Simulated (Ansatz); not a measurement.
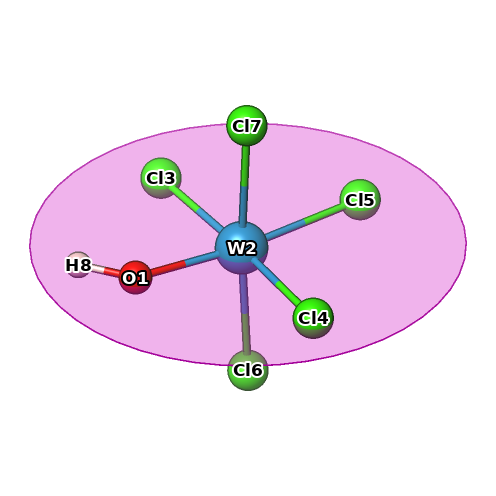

A disc through the centre of mass is drawn in. Distant atoms are faded towards the background colour. The species is neutral and a spin singlet. The geometry was computed by an optimisation with PBE0-D4/def2-TZVP.

### Is the plane of the disc a mirror plane of the structure?

Yes. The reflection leaves O1, W2, Cl3, Cl4, Cl5, H8 in place and moves Cl6 ↔ Cl7. The point group is Cs.
